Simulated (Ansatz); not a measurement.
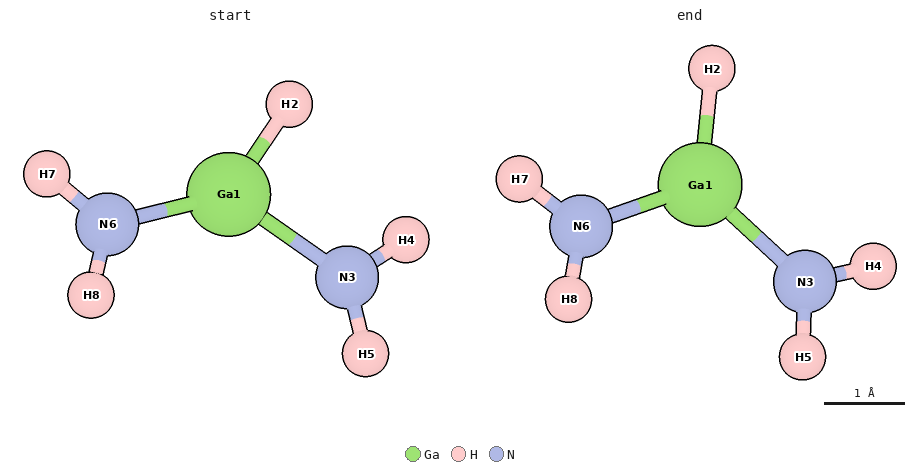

The structure of GaN₂H₅ before (left) and after (right) a relaxation, at one scale.

The picture is a ball-and-stick view, seen at a tilt.

The run prepares an end point of a later path (reaction) calculation, from a guessed geometry.

Theory: RHF/def2-SVP (Ansatz 0.2.0).

Input
```yaml
crystal:
  periodic: [false, false, false]
  atoms:
    - { symbol: Ga, position_ang: [0.072333, -0.249818, 0.212243] }
    - { symbol: H, position_ang: [0.527685, -0.920755, 1.530431] }
    - { symbol: "N", position_ang: [1.873328, 0.182489, -0.014134] }
    - { symbol: H, position_ang: [2.485124, -0.150359, 0.70337] }
    - { symbol: H, position_ang: [2.378947, 0.689021, -0.716283] }
    - { symbol: "N", position_ang: [-1.372333, 0.070937, -0.81225] }
    - { symbol: H, position_ang: [-2.309867, -0.168871, -0.562194] }
    - { symbol: H, position_ang: [-1.336416, 0.547357, -1.690683] }
basis:
  gaussian: { orbitals: def2-SVP }
hamiltonian:
  xc: hf
relax:
  f_tol: 0.03
  max_steps: 50
```

Run as
```bash
ansatz run input.yaml --threads 1 --pin off --max-ram 2048MiB --backend cpu --events-out ev --progress --plain --runs-dir out
```

**Summarise the run.**

After 6 geometry steps the energy has fallen by 16.2 kcal/mol. The largest force component goes from 2.1 to 0.0045 eV/Å. H2 moves most after the best rigid fit: 0.66 Å. By element the largest moves are H 0.66 Å, Ga 0.22 Å, N 0.20 Å. Among the contacts that change: Ga1–N3 1.866 → 1.819 Å, Ga1–N6 1.800 → 1.819 Å, Ga1–H2 1.548 → 1.565 Å. Bond angles that change, for instance: H2–Ga1–N3 85.4° → 121.0°, H2–Ga1–N6 143.0° → 121.0°, N3–Ga1–N6 131.6° → 118.0°.

Limits of the set-up: Hartree-Fock leaves out electron correlation.
